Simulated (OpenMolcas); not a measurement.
# Multiconfigurational calculation: Cu³⁺ complex (part 2 of 2)

Continued. System: Cu³⁺ with 6 ligands (Br; octahedron, 2.56 Å), embedded in Cs2NaYBr6 by model potentials and point charges, whose field is part of the energies. Method: state-averaged CASSCF, active space 8 electrons in the shell 3d, basis ANO-RCC-VTZP on the metal and ANO-RCC-VDZP on the ligands, DKH2 scalar Hamiltonian, spin-orbit coupling by RASSI with atomic mean-field integrals (OpenMolcas).

**The program's output (extracts), continued**
```
--- RASSI ---
SPIN-FREE ENERGIES:
  (Shifted by EMIN (a.u.) =     -17279.9445249534)

 SF State       Relative EMIN(au)   Rel lowest level(eV)    D:o, cm**(-1)

     1             0.0000000000        0.0000000000              0.0000
     2             0.0129635837        0.3527570829           2845.1778
     3             0.0129635837        0.3527570829           2845.1778
     4             0.0129635845        0.3527571040           2845.1779
     5             0.0437912389        1.1916203163           9611.0660
     6             0.0437912389        1.1916203163           9611.0660
     7             0.0437912389        1.1916203163           9611.0660
    11             0.0480838475        1.3084281460          10553.1847
    12             0.0480838475        1.3084281460          10553.1847
    13             0.0822467563        2.2380482538          18051.0765
    14             0.0822467595        2.2380483396          18051.0772
    15             0.0822467602        2.2380483586          18051.0774
    16             0.0838129056        2.2806653461          18394.8066
    17             0.1017472141        2.7686827415          22330.9323
    18             0.1017472169        2.7686828185          22330.9329
    19             0.1017472180        2.7686828473          22330.9332
     8             0.1096001237        2.9823712980          24054.4467
     9             0.1096001237        2.9823712980          24054.4467
    10             0.1096001241        2.9823713105          24054.4468
    20             0.1638525614        4.4586553352          35961.4805
    21             0.1638525630        4.4586553796          35961.4809
    22             0.1638525630        4.4586553796          35961.4809
    23             0.1646823903        4.4812361309          36143.6069
    24             0.1646823923        4.4812361837          36143.6073
    25             0.2627629467        7.1501440330          57669.8009
     Dipole printing threshold changed to   1.00000000E+00
Eigenvalues of complex Hamiltonian:
   -----------------------------------
  (Shifted by EMIN (a.u.) =     -17279.9445249534)

 SO State       Relative EMIN(au)   Rel lowest level(eV)    D:o, cm**(-1)

     1            -0.0011013902        0.0000000005              0.0000
     2            -0.0011013902        0.0000000006              0.0000
     3            -0.0011013902        0.0000000000              0.0000
     4             0.0110289425        0.3300831677           2662.3003
     5             0.0110289431        0.3300831843           2662.3004
     6             0.0115977816        0.3455620672           2787.1460
     7             0.0115977820        0.3455620804           2787.1461
     8             0.0115977820        0.3455620798           2787.1461
     9             0.0146957707        0.4298626465           3467.0761
    10             0.0146957710        0.4298626538           3467.0761
    11             0.0146957710        0.4298626540           3467.0761
    12             0.0149787561        0.4375630706           3529.1842
    13             0.0401734371        1.1231452682           9058.7775
    14             0.0423813220        1.1832248770           9543.3522
    15             0.0423813220        1.1832248771           9543.3522
    16             0.0423813221        1.1832248793           9543.3523
    17             0.0438711476        1.2237650957           9870.3311
    18             0.0438711476        1.2237650970           9870.3312
    19             0.0455866901        1.2704473865          10246.8492
    20             0.0455866902        1.2704473886          10246.8492
    21             0.0455866902        1.2704473888          10246.8492
    22             0.0503051768        1.3988439500          11282.4373
    23             0.0503051768        1.3988439510          11282.4373
    24             0.0817120211        2.2534677201          18175.4429
    25             0.0817120242        2.2534678042          18175.4436
    26             0.0817120249        2.2534678228          18175.4437
    27             0.0840279103        2.3164862750          18683.7218
    28             0.1018657404        2.8018783609          22598.6730
    29             0.1018657432        2.8018784376          22598.6736
    30             0.1018657443        2.8018784664          22598.6739
    31             0.1091295548        2.9995368197          24192.8960
    32             0.1091295551        2.9995368280          24192.8961
    33             0.1096036489        3.0124375777          24296.9476
    34             0.1096036492        3.0124375858          24296.9477
    35             0.1096036492        3.0124375853          24296.9477
    36             0.1102421441        3.0298119186          24437.0812
    37             0.1102421444        3.0298119249          24437.0812
    38             0.1102421444        3.0298119250          24437.0812
    39             0.1107377353        3.0432976396          24545.8508
    40             0.1639726955        4.4918947044          36229.5741
    41             0.1639726971        4.4918947488          36229.5745
Weights of the five most important spin-orbit-free states for each spin-orbit state.

 SO State  Total energy (au)           Spin-free states, spin, and weights
 -------------------------------------------------------------------------------------------------------
    1        -0.001101       1 1.0  0.9326    4 1.0  0.0334    2 1.0  0.0332    3 1.0  0.0002   13 0.0  0.0002
    2        -0.001101       1 1.0  0.9326    4 1.0  0.0334    3 1.0  0.0332   14 0.0  0.0002    2 1.0  0.0002
    3        -0.001101       1 1.0  0.9326    2 1.0  0.0334    3 1.0  0.0334   15 0.0  0.0002    6 1.0  0.0001
    4         0.011029       2 1.0  0.4976    3 1.0  0.4779    5 1.0  0.0129   11 0.0  0.0045    6 1.0  0.0033
    5         0.011029       4 1.0  0.6503    3 1.0  0.1726    2 1.0  0.1529    7 1.0  0.0097    6 1.0  0.0097
    6         0.011598       3 1.0  0.4949    2 1.0  0.4948    7 1.0  0.0047    6 1.0  0.0047   18 0.0  0.0008
    7         0.011598       4 1.0  0.4948    3 1.0  0.4945    5 1.0  0.0047    6 1.0  0.0025    7 1.0  0.0022
    8         0.011598       4 1.0  0.4949    2 1.0  0.4945    5 1.0  0.0047    7 1.0  0.0025    6 1.0  0.0022
    9         0.014696       3 1.0  0.4620    2 1.0  0.4620    1 1.0  0.0668    7 1.0  0.0041    6 1.0  0.0041
   10         0.014696       4 1.0  0.4620    3 1.0  0.4618    1 1.0  0.0668    5 1.0  0.0041    7 1.0  0.0021
   11         0.014696       4 1.0  0.4620    2 1.0  0.4618    1 1.0  0.0668    5 1.0  0.0041    6 1.0  0.0021
   12         0.014979       4 1.0  0.3333    2 1.0  0.3333    3 1.0  0.3333    7 1.0  0.0000    6 1.0  0.0000
```

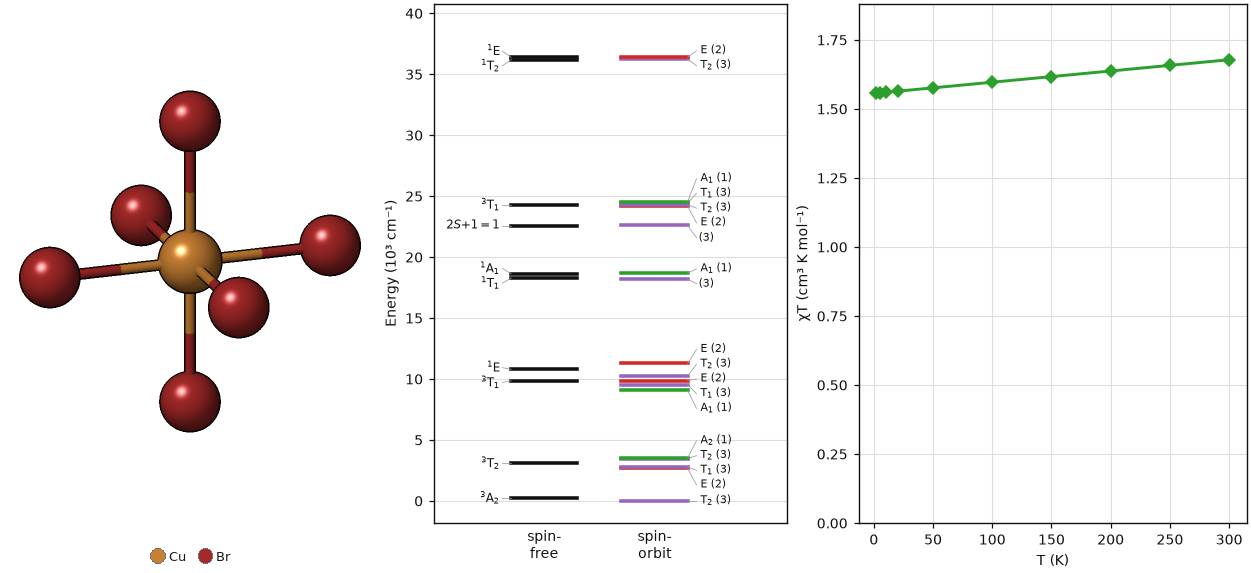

Figure 2. Cu³⁺ (3d⁸) as a dopant in Cs₂NaYBr₆, a cluster with its 6 nearest Br⁻ at 2.560 Å (octahedron) embedded in model potentials and point charges; the geometry was set, not optimised, and its levels and susceptibility. Labels give the representation in O, Td, D4 or D3 as the site allows (double group for half-integer spin) where it could be assigned and, in brackets, the degeneracy; spin-free states, where drawn, share the zero of the spin-orbit levels. Powder susceptibility by Van Vleck's formula. The ground level is T₂, 3-fold degenerate, 100 % from states of spin multiplicity 3. The next level lies at 2,660 cm⁻¹ (E). The lowest spin-free state is ³A₂; of the same spin there follow at 2,850 cm⁻¹ (³T₂), 9,610 cm⁻¹ (³T₁) and 24,100 cm⁻¹ (³T₁) above it. χT is 1.56 cm³ K mol⁻¹ at 2 K and 1.68 at 300 K, an effective moment of 3.66 μB. The active orbitals hold 72 to 97 % metal character (Löwdin), and the Mulliken charge of the metal is +0.42.

**The input**
```
&GATEWAY
Basis set
Cu.ANO-RCC-VTZP.
Cu1 0.0 0.0 0.0 Angstrom
End of basis
Basis set
Br.ANO-RCC-VDZP.
L1 2.560000 0.000000 0.000000 Angstrom
L2 0.000000 2.560000 0.000000 Angstrom
L3 0.000000 0.000000 2.560000 Angstrom
End of basis
Basis set
Na.EMB-AIMP.Al-Abdalla.7s4p.1s1p.ECP.Cs2NaYBr6.
PseudoCharge
* 3 symmetry-unique lattice sites within 7.6 angstrom
End of basis
Basis set
Cs.EMB-AIMP.Al-Abdalla.0s.0s.ECP.Cs2NaYBr6.
PseudoCharge
* 4 symmetry-unique lattice sites within 7.6 angstrom
End of basis
Basis set
Br.EMB-AIMP.Al-Abdalla.0s.0s.ECP.Cs2NaYBr6.
PseudoCharge
* 12 symmetry-unique lattice sites within 7.6 angstrom
End of basis
Symmetry
XYZ
AngMom=0.0 0.0 0.0
AMFI
RICD
XField
1570 Angstrom 0
* Evjen-weighted lattice charges
&SEWARD
&RASSCF
FileOrb=start.orb
Symmetry=1
Spin=3
nActEl=8 0 0
Inactive=57 60
Ras2=5 0
CIRoot=10 10 1
SDav=10
CIMx=300
Iter=150 100
PrWF=0.3
OrbListing=Nothing
MaxOrb=0
LevShft=1.0
>>> COPY $Project.JobIph JOB001
&RASSCF
FileOrb=start.orb
Symmetry=1
Spin=1
nActEl=8 0 0
Inactive=57 60
Ras2=5 0
CIRoot=15 15 1
SDav=15
CIMx=300
Iter=150 100
PrWF=0.3
OrbListing=Nothing
MaxOrb=0
LevShft=1.0
>>> COPY $Project.JobIph JOB002
&RASSI
NrOfJobIphs=2 10 15
1 2 3 4 5 6 7 8 9 10
1 2 3 4 5 6 7 8 9 10 11 12 13 14 15
IphNames
JOB001
JOB002
EJob
SpinOrbit
DIPRint=1.0
SOCoupling=1000.0
Subsets=2
Property=9
'ANGMOM' 1 'ANGMOM' 2 'ANGMOM' 3 'MLTPL  1' 1 'MLTPL  1' 2 'MLTPL  1' 3
'AMFI' 1 'AMFI' 2 'AMFI' 3
SOProperty=3
'ANGMOM' 1 'ANGMOM' 2 'ANGMOM' 3
```

The file start.orb holds starting orbitals from an earlier step. A driver script formed the levels outside the program, from RASSI's spin-orbit matrix and the active-space energies, averaged over the components of each term or state.

Command:
```bash
OMP_NUM_THREADS=1 MOLCAS_MEM=3686 MOLCAS_PROJECT=a pymolcas a.inp > a.log  # once for each step of the input, in one work folder
```

**Key numbers**

- outcome: converged
- energy of the lowest spin-free term: −17279.94452 hartree
- energy of the lowest spin-orbit level: −17279.94563 hartree
- largest spread among components of a term: 0.0 cm⁻¹
- hardware: 1 thread of Intel Xeon (Sapphire Rapids), 64 GiB of memory available, shared host
- wall time: 2.1 min
- peak memory: 0.28 GiB

**Notes**

Without dynamic correlation the splittings between terms come out too large, often by 20 to 50 %. Caveats: covalent bonds, ligand orbitals missing from the active space; the geometry is set by hand, with no relaxation.
